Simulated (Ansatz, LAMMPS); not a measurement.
## Energy and forces of rapidly quenched Cu34Fe29Al37 (at. %) (73 atoms)

Wanted: forces and levels of rapidly quenched Cu34Fe29Al37 (at. %) (73 atoms).

Main program and level: Ansatz 0.2.0; Kohn-Sham DFT, LDA, PAW (set soft_2), plane waves.

**1. The starting structure**

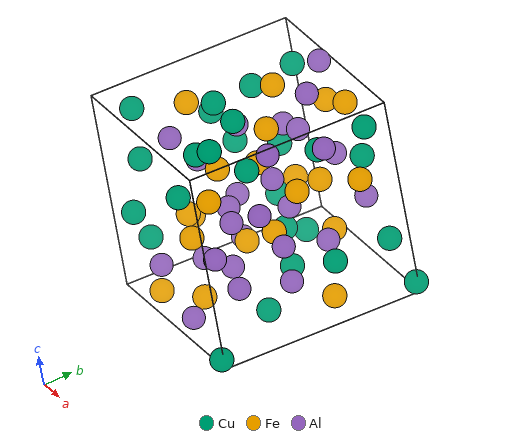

The cell as given, from a free direction (copper teal, iron orange, aluminium purple). Some periodic images of atoms are drawn too.

The cell holds 73 atoms: 25 Cu, 21 Fe and 27 Al. Its edges and angles: a = 10.201 Å, b = 10.201 Å, c = 10.201 Å, α = 90.0°, β = 90.0°, γ = 90.0°. 73 atoms (25 Cu, 21 Fe, 27 Al) placed at random at 5.2 g/cm³, melted at 2000 K for 10 ps at fixed volume with the MEAM Al-Si-Mg-Cu-Fe potential (Jelinek et al., Phys. Rev. B 85, 245102 (2012)). Quenched from 2000 K to 300 K at 100 K/ps and zero pressure, held 5 ps, then minimised at fixed cell.

What the set-up can't give: The quench rate of 100 K/ps is many orders above laboratory rates, so the cell is likely richer in defects and strain than a real sample. The network of bonds at the start is that of the classical potential that made the cell, and needn't be the one that DFT or experiment would give.

**2. How the cell was made**

A classical potential supplies the starting structure, since it reaches far longer times than DFT.

This step: classical MD, MEAM Al-Si-Mg-Cu-Fe potential (Jelinek et al., Phys. Rev. B 85, 245102 (2012)) (LAMMPS 22 Jul 2025 - Update 4).

Contents of in.lmp:

```
# melt-quench of Cu25Fe21Al27
units metal
atom_style atomic
boundary p p p
region box block 0 10.3651 0 10.3651 0 10.3651
create_box 3 box
mass 1 63.5460   # Cu
mass 2 55.8450   # Fe
mass 3 26.9815   # Al
create_atoms 1 random 25 464477 NULL overlap 1.79 maxtry 2000
create_atoms 2 random 21 464484 NULL overlap 1.79 maxtry 2000
create_atoms 3 random 27 464491 NULL overlap 1.79 maxtry 2000
pair_style meam
pair_coeff * * library.meam AlS SiS MgS CuS FeS AlSiMgCuFe.meam CuS FeS AlS
neigh_modify delay 0 every 1 check yes
thermo_style custom step time temp pe press density
thermo_modify norm yes
timestep 0.002
thermo 100
min_style cg
minimize 1e-4 1e-4 200 2000
reset_timestep 0
velocity all create 2000 464478 mom yes dist gaussian
fix lim all nve/limit 0.05
fix lan all langevin 2000 2000 0.2 464479 zero yes
thermo 500
run 1000 post no
unfix lim
unfix lan
thermo 833
fix md all nvt temp 2000 2000 0.2
run 5000 post no
unfix md
thermo 850
fix md all npt temp 2000 300 0.2 iso 0 0 2
run 8500 post no
unfix md
thermo 1250
fix md all npt temp 300 300 0.2 iso 0 0 2
run 2500 post no
unfix md
thermo 100
min_style cg
minimize 0 1e-3 2000 20000
write_dump all custom glass.dump id type xs ys zs modify sort id
```

On the command line:

```console
$ lmp -in in.lmp -log none -nocite
```

Numbers of over 12 decimals in the logs are rounded to 6 here.

The program printed:

```text
LAMMPS (22 Jul 2025 - Update 4)
Created orthogonal box = (0 0 0) to (10.3651 10.3651 10.3651)
Created 25 atoms
Created 21 atoms
Created 27 atoms
   Step          Time           Temp          PotEng         Press         Density
         0   0              0             -1.1576434      474688.58      5.2038833
        87   0.174          0             -3.2097979      24244.642      5.2038833
Loop time of 0.107313 s on 1 MPI rank(s) for 87 steps with 73 atoms
Minimization stats:
  Stopping criterion = energy tolerance
  Energy initial, next-to-last, final =
     -1.15764341408325  -3.20965019941545  -3.20979787765361
  Force two-norm initial, final = 86.895553 1.2356256
  Iterations, force evaluations = 87 151
   Step          Time           Temp          PotEng         Press         Density
         0   0              2000          -3.2097979      42098.239      5.2038833
       500   1              1896.3859     -3.0120592      62006.198      5.2038833
[... 10 lines left out ...]
[... 1 line left out ...]
Loop time of 3.92547 s on 1 MPI rank(s) for 5000 steps with 73 atoms
   Step          Time           Temp          PotEng         Press         Density
[... 12 lines left out ...]
Loop time of 6.80859 s on 1 MPI rank(s) for 8500 steps with 73 atoms
   Step          Time           Temp          PotEng         Press         Density
[... 2 lines left out ...]
     16250   32.5           297.99883     -3.4272389      11983.181      5.485207
     17000   34             329.78972     -3.426171       8311.9316      5.4594441
Loop time of 2.15487 s on 1 MPI rank(s) for 2500 steps with 73 atoms
   Step          Time           Temp          PotEng         Press         Density
     17000   34             329.78972     -3.426171       8311.9316      5.4594441
     17048   34.096         329.78972     -3.4665347     -1588.3121      5.4594441
Loop time of 0.0814779 s on 1 MPI rank(s) for 48 steps with 73 atoms
Minimization stats:
  Stopping criterion = force tolerance
  Energy initial, next-to-last, final =
     -3.42617095506404  -3.46653474197311   -3.4665347425631
  Force two-norm initial, final = 8.5991992 0.00089576983
  Iterations, force evaluations = 48 96
```

Run time: 14 s. Hardware: 1 thread of Arm Neoverse V1, shared host; peak memory 0.077 GiB.

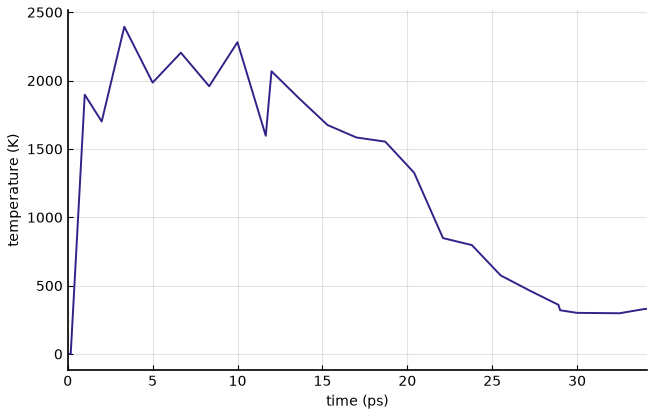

Temperature, plotted against time.

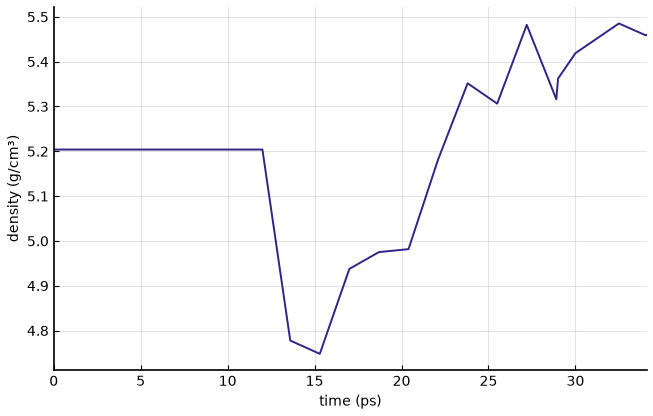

Density against time.

**3. Plane-wave single point**

One self-consistent run at the given positions yields energy and forces.

Contents of input.yaml:

```yaml
crystal:
  lattice:
    - [10.20078, 0.0, 0.0]
    - [0.0, 10.20078, 0.0]
    - [0.0, 0.0, 10.20078]
  atoms:
    - { symbol: Cu, position: [0.72754, 0.95365, 0.61542] }
    - { symbol: Cu, position: [0.18201, 0.83457, 0.02686] }
    - { symbol: Cu, position: [0.8544, 0.93911, 0.83082] }
    - { symbol: Cu, position: [0.30962, 0.68579, 0.15567] }
    - { symbol: Cu, position: [0.00608, 0.79988, 0.15443] }
    - { symbol: Cu, position: [0.59647, 0.21096, 0.86694] }
    - { symbol: Cu, position: [0.54906, 0.59058, 0.10175] }
    - { symbol: Cu, position: [0.01809, 0.17574, 0.86766] }
    - { symbol: Cu, position: [0.04038, 0.63057, 0.52016] }
    - { symbol: Cu, position: [0.06695, 0.53134, 0.72773] }
    - { symbol: Cu, position: [0.02103, 0.84901, 0.40577] }
    - { symbol: Cu, position: [0.72255, 0.39062, 0.76548] }
    - { symbol: Cu, position: [0.17349, 0.70707, 0.8388] }
    - { symbol: Cu, position: [0.8725, 0.95252, 0.24288] }
    - { symbol: Cu, position: [0.97047, 0.63421, 0.29805] }
    - { symbol: Cu, position: [0.96693, 0.00333, 0.03392] }
    - { symbol: Cu, position: [0.42662, 0.40946, 0.9835] }
    - { symbol: Cu, position: [0.17816, 0.0271, 0.45068] }
    - { symbol: Cu, position: [0.54845, 0.10764, 0.66144] }
    - { symbol: Cu, position: [0.08941, 0.12254, 0.24022] }
    - { symbol: Cu, position: [0.66371, 0.39239, 0.00037] }
    - { symbol: Cu, position: [0.71795, 0.74759, 0.72717] }
    - { symbol: Cu, position: [0.1107, 0.94647, 0.8288] }
    - { symbol: Cu, position: [0.81814, 0.19174, 0.99198] }
    - { symbol: Cu, position: [0.14102, 0.12133, 0.67811] }
    - { symbol: Fe, position: [0.57866, 0.57892, 0.84526], spin: 2.2 }
    - { symbol: Fe, position: [0.8459, 0.64862, 0.0521], spin: 2.2 }
    - { symbol: Fe, position: [0.20336, 0.08174, 0.02427], spin: 2.2 }
    - { symbol: Fe, position: [0.48478, 0.34551, 0.68599], spin: 2.2 }
    - { symbol: Fe, position: [0.8441, 0.56434, 0.63974], spin: 2.2 }
    - { symbol: Fe, position: [0.17604, 0.37933, 0.88587], spin: 2.2 }
    - { symbol: Fe, position: [0.79364, 0.15301, 0.73014], spin: 2.2 }
    - { symbol: Fe, position: [0.03163, 0.36583, 0.22511], spin: 2.2 }
    - { symbol: Fe, position: [0.24132, 0.26165, 0.37371], spin: 2.2 }
    - { symbol: Fe, position: [0.60802, 0.77732, 0.50874], spin: 2.2 }
    - { symbol: Fe, position: [0.39772, 0.45653, 0.22087], spin: 2.2 }
    - { symbol: Fe, position: [0.34345, 0.98136, 0.72861], spin: 2.2 }
    - { symbol: Fe, position: [0.34526, 0.59531, 0.55309], spin: 2.2 }
    - { symbol: Fe, position: [0.45285, 0.18169, 0.06227], spin: 2.2 }
    - { symbol: Fe, position: [0.39958, 0.71855, 0.93978], spin: 2.2 }
    - { symbol: Fe, position: [0.94318, 0.83683, 0.63543], spin: 2.2 }
    - { symbol: Fe, position: [0.65906, 0.49163, 0.37135], spin: 2.2 }
    - { symbol: Fe, position: [0.51333, 0.83982, 0.17897], spin: 2.2 }
    - { symbol: Fe, position: [0.26356, 0.79826, 0.35919], spin: 2.2 }
    - { symbol: Fe, position: [0.51036, 0.15104, 0.41224], spin: 2.2 }
    - { symbol: Fe, position: [0.61389, 0.96523, 0.84259], spin: 2.2 }
    - { symbol: Al, position: [0.09859, 0.55808, 0.06806] }
    - { symbol: Al, position: [0.46607, 0.77404, 0.71259] }
    - { symbol: Al, position: [0.41025, 0.9592, 0.97388] }
    - { symbol: Al, position: [0.20511, 0.52871, 0.35187] }
    - { symbol: Al, position: [0.69248, 0.28206, 0.51943] }
    - { symbol: Al, position: [0.93141, 0.0765, 0.51855] }
    - { symbol: Al, position: [0.59865, 0.55397, 0.59793] }
    - { symbol: Al, position: [0.47111, 0.661, 0.35148] }
    - { symbol: Al, position: [0.92796, 0.69844, 0.84852] }
    - { symbol: Al, position: [0.23079, 0.35849, 0.6181] }
    - { symbol: Al, position: [0.64631, 0.03397, 0.09937] }
    - { symbol: Al, position: [0.58247, 0.29278, 0.2348] }
    - { symbol: Al, position: [0.33395, 0.20574, 0.84029] }
    - { symbol: Al, position: [0.81332, 0.47042, 0.18731] }
    - { symbol: Al, position: [0.92732, 0.42417, 0.92561] }
    - { symbol: Al, position: [0.2373, 0.30067, 0.12129] }
    - { symbol: Al, position: [0.90268, 0.42743, 0.42983] }
    - { symbol: Al, position: [0.95681, 0.31858, 0.66042] }
    - { symbol: Al, position: [0.72831, 0.7151, 0.26865] }
    - { symbol: Al, position: [0.34787, 0.53174, 0.78363] }
    - { symbol: Al, position: [0.19705, 0.813, 0.60501] }
    - { symbol: Al, position: [0.64983, 0.77643, 0.982] }
    - { symbol: Al, position: [0.84015, 0.20178, 0.27105] }
    - { symbol: Al, position: [0.65848, 0.96395, 0.36787] }
    - { symbol: Al, position: [0.42098, 0.94684, 0.49452] }
    - { symbol: Al, position: [0.35368, 0.04381, 0.24421] }
    - { symbol: Al, position: [0.43693, 0.38311, 0.44643] }
magnetization:
  spin_polarized: true
kpoints:
  mp_grid: { grid: [2, 2, 2] }
hamiltonian:
  xc: lda
scf:
  occupations: { method: fermi_dirac, width: 0.1 }
output:
  forces: true
  stress: true
  populations: true
  dos:
    method: { smearing: { sigma: 0.15 } }
    de: 0.1
    projected: { site_lists: { Al: [Al], Cu: [Cu], Fe: [Fe] } }
  eigenvalues: true
  write_density: true
  write_potential: true
  volumetric_format: npy
```

On the command line:

```console
$ ansatz run input.yaml --threads 8 --pin off --max-ram 15872MiB --backend cpu --events-out ev --progress --plain --runs-dir out
```

The program printed:

```text
Engine: ansatz 0.2.0, aarch64-unknown-linux-gnu
Pseudopotentials: kind: paw
Pseudopotential: Cu, paw, valence charge 19, recommended cutoff 420 eV (normal), Cu.paw.azcp
Pseudopotential: Fe, paw, valence charge 16, recommended cutoff 420 eV (normal), Fe.paw.azcp
Pseudopotential: Al, paw, valence charge 3, recommended cutoff 420 eV (normal), Al.paw.azcp
[... 3 lines on functional and potentials left out ...]
Crystal: 73 atoms, lattice volume = 1061.451 Å³
Basis set: ecut = 420 eV, 20719 PW (Γ)
Bands: 563, of which v1, the nominal top of the filled ones, is band 446 counted from 1 (445 counted from 0)
Symmetry: 1 space group operations
Space group: P1 (ITA 1), of the structure as read, at distance tolerance 1.0e-4 Å
Magnetic group: BNS 1.1 (UNI 1), of the structure as read, at distance tolerance 1.0e-4 Å
k-points: 8
[... 10 lines on functional and potentials left out ...]
Initial density: superposition of atomic densities (chi_scale 0.1, normalization cell)
Starting moments: Σ|m| = 46.2 μB on 21 of 73 sites
Initial wavefunctions: pseudopotential atomic-orbital guess
Functional: x = slater, c = lda
SCF iter   1: F=—  HF=-270585.822384 eV  |F-HF|=—  |Δ(HF+E_count)|=         —  Δρ=1.95e-1 (↑1.72e-1 ↓1.95e-1)  dr2=1.50e3  dr2_m=1.69e1  M=32.746 μB ∫|m|=36.519 μB  β_m=0.30  ethr=3.10e-3  ⟨swp⟩=5.1  Hψ=31452  notcnv=0  defer=182
Mixer restart at iter 1: flushing history
preconditioner: auto → Kerker (q_TF=auto, 2.650 Å⁻¹)  [metal: Δε(μ)=0.000 eV  Ē_g=5.319 eV  σ=0.100 eV  W_gap=0.00  n_scr=340 (ndim 8)  ℏωp=26.1 eV  f_vac=0.000  D(μ)=109.40/eV (n_scr^D=1418)]
spin=Collinear: Kerker preconditioning applied to the charge; magnetization (m = ρ↑ − ρ↓) channel mixes plain (no charge-response kernel on spin).
SCF iter   2: F=—  HF=-270594.039398 eV  |F-HF|=—  |Δ(HF+E_count)|=    8.22e0  Δρ=8.51e-2 (↑7.68e-2 ↓8.51e-2)  dr2=1.38e2  dr2_m=4.18e0  M=43.866 μB ∫|m|=48.991 μB  β_m=0.26  ethr=3.10e-3  ⟨swp⟩=3.9  Hψ=24282  notcnv=0  defer=701
SCF iter   3: F=—  HF=-270542.430864 eV  |F-HF|=—  |Δ(HF+E_count)|=    5.16e1  Δρ=2.81e-2 (↑2.46e-2 ↓2.81e-2)  dr2=2.55e1  dr2_m=2.53e0  M=42.849 μB ∫|m|=47.763 μB  β_m=0.42  ethr=3.10e-3  ⟨swp⟩=3.0  Hψ=18955  notcnv=0  defer=919
SCF iter   4: F=—  HF=-270545.283804 eV  |F-HF|=—  |Δ(HF+E_count)|=    2.85e0  Δρ=5.17e-2 (↑4.08e-2 ↓5.17e-2)  dr2=1.21e2  dr2_m=1.07e0  M=39.973 μB ∫|m|=45.154 μB  β_m=0.35  ethr=2.86e-3  ⟨swp⟩=2.9  Hψ=18559  notcnv=0  defer=912  recentre
SCF iter   5: F=—  HF=-270544.074230 eV  |F-HF|=—  |Δ(HF+E_count)|=    1.21e0  Δρ=2.30e-2 (↑1.73e-2 ↓2.30e-2)  dr2=2.81e1  dr2_m=5.13e-1  M=40.231 μB ∫|m|=45.547 μB  β_m=0.35  ethr=2.86e-3  ⟨swp⟩=2.0  Hψ=17104  notcnv=0  defer=912
SCF iter   6: F=—  HF=-270543.630591 eV  |F-HF|=—  |Δ(HF+E_count)|=   4.44e-1  Δρ=1.09e-2 (↑8.71e-3 ↓1.09e-2)  dr2=5.43e0  dr2_m=2.49e-1  M=39.401 μB ∫|m|=45.040 μB  β_m=0.39  ethr=2.86e-3  ⟨swp⟩=2.1  Hψ=11744  notcnv=0  defer=918
SCF iter   7: F=—  HF=-270542.957157 eV  |F-HF|=—  |Δ(HF+E_count)|=   6.73e-1  Δρ=1.02e-2 (↑8.87e-3 ↓1.02e-2)  dr2=3.46e0  dr2_m=1.16e-1  M=39.242 μB ∫|m|=44.954 μB  β_m=0.43  ethr=6.09e-4  ⟨swp⟩=2.2  Hψ=14219  notcnv=0  defer=916
SCF iter   8: F=—  HF=-270542.744620 eV  |F-HF|=—  |Δ(HF+E_count)|=   2.13e-1  Δρ=5.26e-3 (↑3.47e-3 ↓5.26e-3)  dr2=4.19e-1  dr2_m=1.10e-1  M=40.162 μB ∫|m|=45.808 μB  β_m=0.50  ethr=3.88e-4  ⟨swp⟩=2.0  Hψ=12493  notcnv=0  defer=916
SCF iter   9: F=—  HF=-270542.728681 eV  |F-HF|=—  |Δ(HF+E_count)|=   1.59e-2  Δρ=5.06e-3 (↑3.06e-3 ↓5.06e-3)  dr2=3.96e-1  dr2_m=6.60e-2  M=40.438 μB ∫|m|=46.162 μB  β_m=0.57  ethr=4.69e-5  ⟨swp⟩=2.0  Hψ=16816  notcnv=0  defer=916
[...]
SCF iter  20: F=—  HF=-270542.772929 eV  |F-HF|=—  |Δ(HF+E_count)|=   1.44e-6  Δρ=3.18e-5 (↑2.51e-5 ↓3.18e-5)  dr2=2.30e-5  dr2_m=2.80e-6  M=41.182 μB ∫|m|=47.077 μB  β_m=0.46  ethr=5.07e-9  ⟨swp⟩=2.0  Hψ=15438  notcnv=0  defer=916
[...]
SCF iter  25: F=—  HF=-270542.772927 eV  |F-HF|=—  |Δ(HF+E_count)|=   4.28e-8  Δρ=6.10e-6 (↑5.06e-6 ↓6.10e-6)  dr2=1.30e-6  dr2_m=1.41e-8  M=41.183 μB ∫|m|=47.080 μB  β_m=0.54  ethr=1.19e-10  ⟨swp⟩=2.0  Hψ=15959  notcnv=0  defer=916
SCF iter  26: F=—  HF=-270542.772927 eV  |F-HF|=—  |Δ(HF+E_count)|=   1.58e-7  Δρ=3.06e-6 (↑2.43e-6 ↓3.06e-6)  dr2=2.56e-7  dr2_m=6.73e-9  M=41.183 μB ∫|m|=47.080 μB  β_m=0.47  ethr=1.19e-10  ⟨swp⟩=2.1  Hψ=15723  notcnv=0  defer=916
SCF iter  27: F=—  HF=-270542.772927 eV  |F-HF|=—  |Δ(HF+E_count)|=   2.12e-8  Δρ=1.74e-6 (↑1.70e-6 ↓1.74e-6)  dr2=8.83e-8  dr2_m=6.68e-9  M=41.184 μB ∫|m|=47.080 μB  β_m=0.44  ethr=2.87e-11  ⟨swp⟩=2.0  Hψ=15626  notcnv=0  defer=916
SCF iter  28: F=—  HF=-270542.772927 eV  |F-HF|=—  |Δ(HF+E_count)|=   7.28e-9  Δρ=2.59e-6 (↑1.42e-6 ↓2.59e-6)  dr2=1.69e-7  dr2_m=5.59e-9  M=41.184 μB ∫|m|=47.080 μB  β_m=0.43  ethr=9.90e-12  ⟨swp⟩=2.0  Hψ=15643  notcnv=0  defer=916
SCF iter  29: F=-270542.772927 eV  HF=-270542.772927 eV  |F-HF|=6.71e-8  |Δ(HF+E_count)|=   6.87e-9  Δρ=1.63e-6 (↑8.94e-7 ↓1.63e-6)  dr2=7.08e-8  dr2_m=2.93e-9  M=41.184 μB ∫|m|=47.080 μB  ethr=9.90e-12  ⟨swp⟩=12.1  Hψ=61421  notcnv=0
SCF 1 converged in 29 iterations: F = -270542.772927 eV  dr2 = 7.08e-8
[...]
SCF converged after 29 iterations
Magnetization: 41.1837 μB (466.5918 up, 425.4082 down)
Absolute magnetization: 47.1304 μB (∫|ρ↑−ρ↓|, with the PAW one-centre terms)
Spin contamination: 2.2906 ħ² per cell (⟨S²⟩ above its minimum at these occupations)
Per-site moments (μB) at R_I (Å): [(0.064368, 0.987187), (0.036170, 0.925997), (0.063630, 1.000368), (0.074895, 0.986928), (0.017105, 0.925997), [...]
Free energy (F): -270542.772927 eV
Harris-Foulkes:  -270542.772927 eV  (|F-HF|=6.71e-8)
Internal energy: -270540.665323 eV  (E = F + TS)
E sigma→0 (E₀):  -270541.719125 eV
Entropy (-TS):   -2.107604 eV (-28.871 meV/atom)
Fermi energy:    11.417275 eV
--- Per-component energies (eV) ---
  E_band       = -17625.233533
  E_kinetic    = 15487.695066
  E_local      = -221350.555016  (includes V_loc(G=0)·N_el)
  E_nonlocal   = 14845.315325
  E_hartree    = 98960.954702
  E_xc         = -5712.536989
  E_vxc        = -6815.572895  (∫ρ·V_xc dr)
  E_paw        = -79236.655502  (= ΣΔE_a)
  E_vpaw       = -17714.050402  (= ΣTr[D̂ρ^β])
  E_aug_tail   = 0.022593  (compensation charges beyond the density's cutoff)
  E_ewald      = -93556.083598
  E_core_change = 21.178097  (= ΣΔE_core)
  E_smearing   = -2.107604  (= −TS)
  E_closure    = -0.000000  (closes the sum)
  Σ components = -270542.772927   (vs F -270542.772927, Δ=0.00e0)
--- Forces (eV/Å), atoms counted from 1 ---
  atom   1  Cu     0.19688631     0.16078448    -0.21751223
  atom   2  Cu     0.79452063     0.51827869     0.01846214
  atom   3  Cu    -0.01926074     0.28559840     0.40401986
  atom   4  Cu     0.21890309    -0.47399072     0.23846280
  atom   5  Cu    -0.04780628    -0.32147405    -0.22980246
  atom   6  Cu    -0.10734771    -0.11744567     0.28814656
  atom   7  Cu     0.52002932     0.11931547     0.19051354
  atom   8  Cu    -0.01008883     0.12246708     0.17240746
  atom   9  Cu     0.51666794     0.37701774    -0.20860088
  atom  10  Cu     0.37229355    -0.47471268     0.04390072
  atom  11  Cu     0.06527915     0.07359690    -0.11532559
  atom  12  Cu     0.04376664    -0.10648792    -0.30863025
  atom  13  Cu     0.47148911    -0.07373369    -0.42564255
  atom  14  Cu    -0.64096182     0.81498882     0.52480774
[...]
atom  72  Al    -0.38263488    -0.05933762     0.19399360
  atom  73  Al     0.31043650     0.38229934     0.29300383
  max |Σ_I F_I| component: 3.51e-5 eV/Å
--- Stress (GPa, compression-positive) ---
      -14.171172      -0.143513      -0.739333
       -0.143513     -13.278680      -0.396470
       -0.739333      -0.396470     -12.015206
  P = ⅓ Tr σ = -13.1550 GPa (-131.550 kbar)
--- Band table (eV; the first three rows and the last of 16) ---
  k-point 0 ↑: bands = ["-100.8309", "-100.8095", "-100.7104", "-100.6641", [... 547 levels ...], "17.7563", "17.8034", "17.8546", "17.8816", "17.9282", "18.0042", "18.0532", "18.0769", "18.1057", "18.2271", "18.3460", "18.3732"]
[...]
--- Löwdin populations: 73 sites ---
  site symbol       q [e]    m [muB]
     0     Cu     18.6194     0.0652
     1     Cu     18.6918     0.0199
     2     Cu     18.6653     0.0531
[...]
72     Al      3.2984    -0.1040
  spilling = 0.007499 (of n_electrons = 892.000000)
```

Wall time 13 min (8 threads of Arm Neoverse V1, shared host); peak memory 11 GiB.

In the SCF lines HF is the Harris–Foulkes energy and dr2 the Hartree energy of the density residual, in eV; the loop may stop once dr2 is under the threshold and the program's other checks hold. Hψ counts applications of the Hamiltonian.

The program notes that it cut back its work space to fit the memory limit.

Read from the output:

* free energy: -270542.7729 eV
* free energy per atom: -3706.0654 eV/atom
* SCF cycles: 29
* pressure: -13.16 GPa
* r.m.s. force component: 0.3161 eV/Å
* longest force: 1.162 eV/Å
* Fermi energy: 11.42 eV
* levels partly filled by over 2 per cent: 396
* total moment: 41.18 μB
* absolute moment: 47.13 μB
* spilling of the projection: 0.007499

Length of the force by element:

| element | coordination | atoms | mean length of the force (eV/Å) | spread | least | most |
| --- | --- | --- | --- | --- | --- | --- |
| Al | all | 27 | 0.477 | 0.197 | 0.0725 | 0.805 |
| Cu | all | 25 | 0.535 | 0.238 | 0.152 | 1.16 |
| Fe | all | 21 | 0.516 | 0.163 | 0.138 | 0.78 |

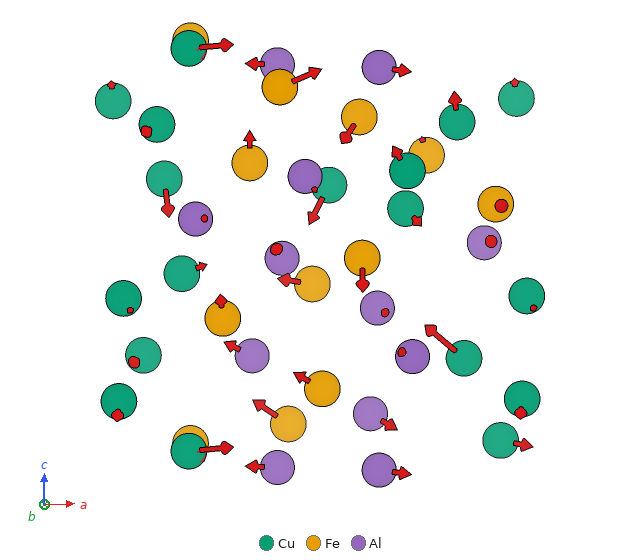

Forces as arrows; the longest in the cell is 1.16 eV/Å. Drawn is a slice 5 Å thick, seen along the normal of the ac plane.

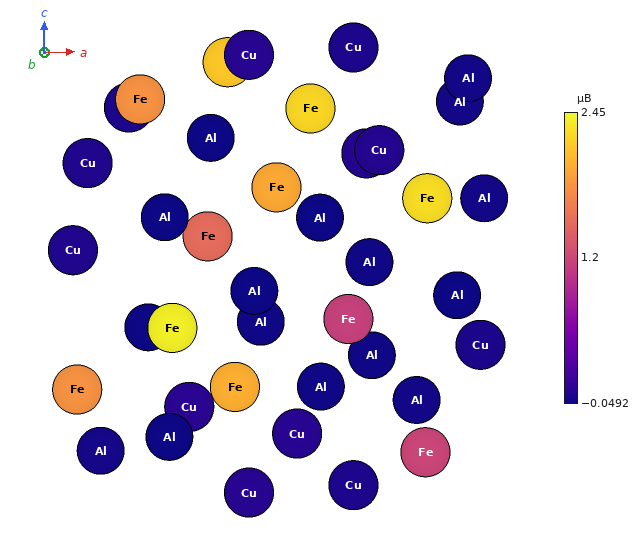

Atoms coloured by their magnetic moment. Drawn is a slice 5 Å thick, seen along the normal of the ac plane.

Magnetic moments by element:

| element | coordination | atoms | mean moment (μB) | spread | least | most |
| --- | --- | --- | --- | --- | --- | --- |
| Al | all | 27 | -0.0344 | 0.0108 | -0.0492 | -0.004 |
| Cu | all | 25 | 0.0388 | 0.0235 | -6.0e-4 | 0.0749 |
| Fe | all | 21 | 1.95 | 0.354 | 1.15 | 2.45 |

[end of part 1 of 2]

[Logs are printed without paths, hosts, clocks, repeated set-up lines and the standing remarks that a program may print on its own settings, such as how far it seeks lower states.]

[Hosts, paths, dates, database ids (printed as entryN), source tags and the programs' standing remarks are cut or masked in the printed files.]
